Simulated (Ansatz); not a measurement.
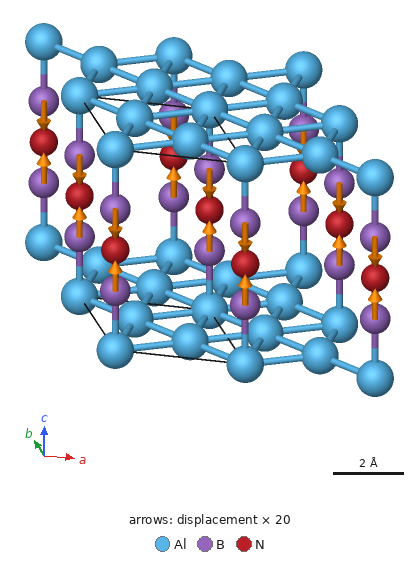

This is a relaxation of a crystal of Al₃B₂N (a generated structure, set up in P6/mmm) (coarse preliminary run). The starting structure is drawn; orange arrows show the displacements (the part carried along by the change of the cell is left out), magnified 20 times.

A ball-and-stick model of the cell of the calculation, repeated 2 × 2 × 1 with one cell outlined, seen from a free direction.

All numbers below come from Ansatz 0.2.0, DFT PBE, scalar-relativistic, plane waves, PAW.

Input file:
```yaml
crystal:
  lattice:
    - [3.83886034, 0.0, 0.0]
    - [-1.91943017, 3.32455057, 0.0]
    - [0.0, 0.0, 6.31037245]
  atoms:
    - { symbol: Al, position: [0.33333333, 0.66666667, 0.0] }
    - { symbol: Al, position: [0.66666667, 0.33333333, 0.0] }
    - { symbol: Al, position: [0.0, 0.0, 0.0] }
    - { symbol: B, position: [0.0, 0.0, 0.29663341] }
    - { symbol: B, position: [0.0, 0.0, 0.70336659] }
    - { symbol: "N", position: [0.0, 0.0, 0.5] }
basis:
  ecutwfc: 420
kpoints:
  mp_grid: { grid: [6, 6, 4] }
hamiltonian:
  xc: pbe
scf:
  occupations: { method: gaussian, width: 0.1 }
  lower_state_search: "off"
output:
  forces: true
  stress: true
  eigenvalues: true
relax:
  adjacent_minimum: "off"
  f_tol: 0.04
  max_steps: 70
  cell: { stress_tol: 0.4 }
```

Launched with:
```bash
ansatz run input.yaml --threads 1 --pin off --max-ram 2560MiB --backend cpu --events-out ev --progress --plain --runs-dir out
```

Q: Which element moves most?

A: Boron: up to 0.048 Å, against 0.000 Å for aluminium.

Q: What happened in the run?

A: The largest moves relative to the cell, 0.048 Å, are those of B4 and B5. B4 goes along +c. Al and N stay in place. Cell: a = b 3.839 → 4.760 Å (+24.0 %), c 6.310 → 6.716 Å (+6.4 %). Volume +63.7 %. Near-neighbour distances that change, for instance: Al1–Al2 2.216 → 2.748 Å, Al3–B4 1.872 → 2.040 Å, B4–N6 1.283 → 1.318 Å. The space group stays P6/mmm (No. 191). After 8 accepted moves (10 points after the start) the energy has fallen by 1034 meV per atom. The largest force component goes from 0.63 to 0.0069 eV/Å. Pressure: 55.61 GPa at the start and −0.13 GPa at the end. The SCF was repeated twice at an unchanged geometry on a basis and grid sized afresh for the cell, which shifted the energy by 61.0 meV per atom at most.
